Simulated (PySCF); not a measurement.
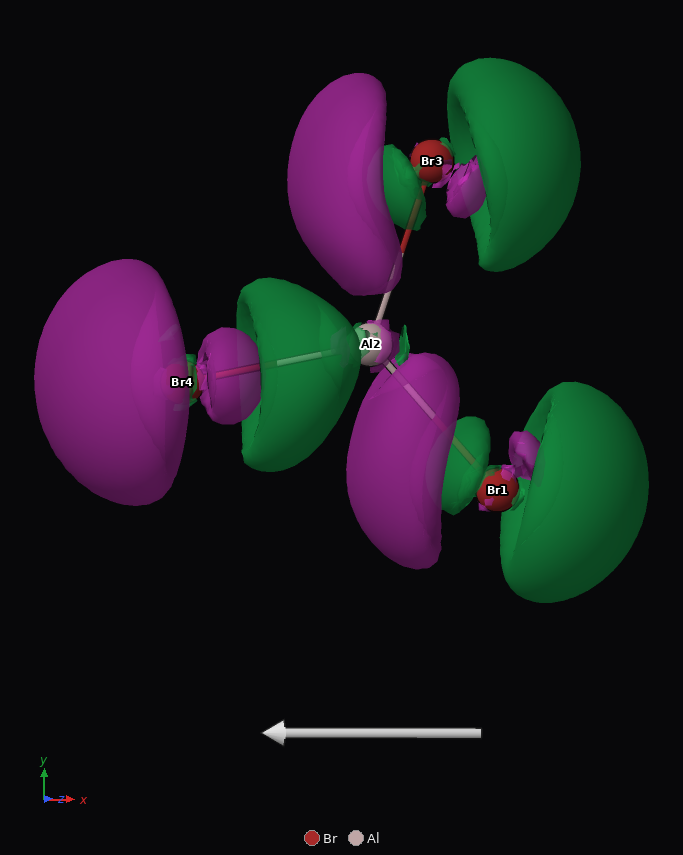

*AlBr$_{3}$, SMILES `Br[Al](Br)Br`. Change of the electron density in a uniform field of 0.21 V/Å along −x (arrow), surfaces at ±0.0015 e/Å³ (green: gain, purple: loss).*

Level of theory: PBE0/def2-TZVP (PySCF), at a geometry from GFN2-xTB. No frequency check shows the geometry to be a minimum. A basis without diffuse functions makes polarisabilities too small. GFN2-xTB bond lengths at metals and heavier atoms can be off by up to 0.1 Å and shapes distorted, which carries into these values.

The field was applied in both directions; the picture shows the one opposite to the script's first.

Question: What dipole is induced, and what polarisability does it imply?

Answer: The induced dipole is 0.94 D (along the field); α along this axis, from the fields in both directions, is 93 bohr³ (13.8 Å³).

Cost of the run: 67 s on 1 thread of Arm Neoverse V2, on a shared host, peak memory 0.94 GiB.
